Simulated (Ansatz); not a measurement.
Input

```
crystal:
  periodic: [false, false, false]
  atoms:
    - {symbol: C, position_ang: [-0.142282, -1.706972, 0.840725]}
    - {symbol: O, position_ang: [-0.134690, -0.315456, 0.581284]}
    - {symbol: B, position_ang: [0.195810, 0.210688, -0.636837]}
    - {symbol: C, position_ang: [0.584310, -0.729545, -1.836029]}
    - {symbol: C, position_ang: [0.160172, 1.772511, -0.748074]}
    - {symbol: O, position_ang: [-0.704670, 1.189149, 2.952092]}
    - {symbol: H, position_ang: [0.839145, -2.148568, 0.651373]}
    - {symbol: H, position_ang: [-0.885872, -2.217123, 0.223080]}
    - {symbol: H, position_ang: [-0.396962, -1.844372, 1.891493]}
    - {symbol: H, position_ang: [0.770261, -0.180122, -2.759689]}
    - {symbol: H, position_ang: [-0.194189, -1.474241, -2.036161]}
    - {symbol: H, position_ang: [1.490306, -1.301685, -1.602563]}
    - {symbol: H, position_ang: [1.117815, 2.150021, -1.122797]}
    - {symbol: H, position_ang: [-0.065320, 2.275756, 0.193785]}
    - {symbol: H, position_ang: [-0.583713, 2.077564, -1.493434]}
    - {symbol: H, position_ang: [-0.470981, 0.734219, 2.129905]}
    - {symbol: H, position_ang: [-1.598138, 1.507678, 2.811847]}
basis:
  gaussian: {orbitals: def2-TZVPP}
hamiltonian: {xc: pbe0, dispersion: d4}
output: {orbitals: {seedname: orbitals}}
```

Launched as:

```sh
ansatz run in.yaml --threads 4 --pin off --events-out ev --progress --plain --max-ram 11315MiB
```

Geometry: PBE0-D4/def2-TZVP; at this geometry the atoms fall into two loosely joined parts.

All numbers below come from RKS PBE0-D4/def2-TZVPP in Ansatz 0.2.0.

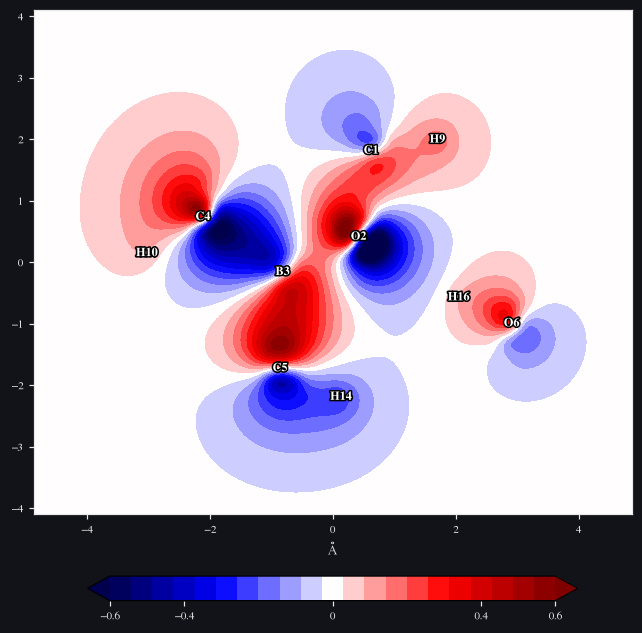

C$_{3}$H$_{11}$BO$_{2}$. The HOMO−1 on the plane of atoms C4, B3 and C5 (values in Å⁻³ᐟ²; the overall sign is arbitrary).

What is the character of this orbital?

By Hirshfeld shares it lies mainly on C4 (about 20 %), O2 (about 20 %), C5 (about 20 %) and B3 (about 15 %). Its energy is −8.48 eV.
